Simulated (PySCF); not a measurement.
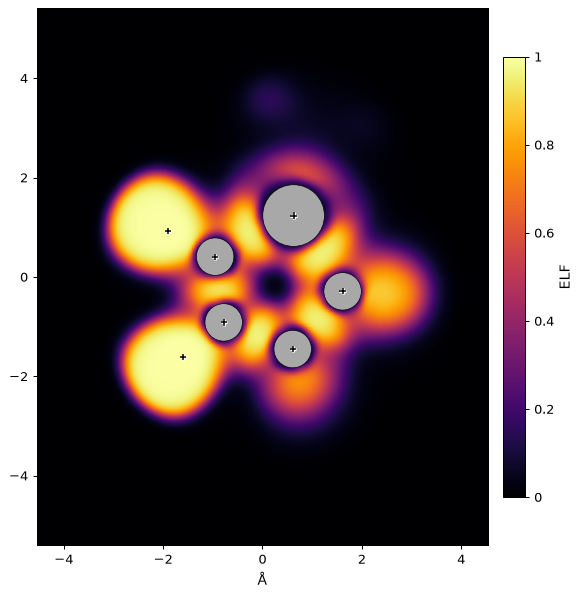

The ELF on a plane through atoms (crosses mark nuclei in the plane; grey discs cover the cores).

Method: PySCF, PBE0/pcSseg-1, SCF density, gas phase, non-relativistic.

Candidates:
A. C₆H₁₀
B. C₅H₁₀P (charge +1)
C. PH₃ (SMILES P)

Which system is this?

Answer. Candidate B: C₅H₁₀P on the plane of atoms P2, C3 and H11, which holds P, C and H. C–C (1.34 Å): the ELF peaks at about 0.90 between the atoms; a short, multiple covalent bond. C–P (1.78 Å): the ELF peaks at about 0.95 between the atoms: a shared electron pair.
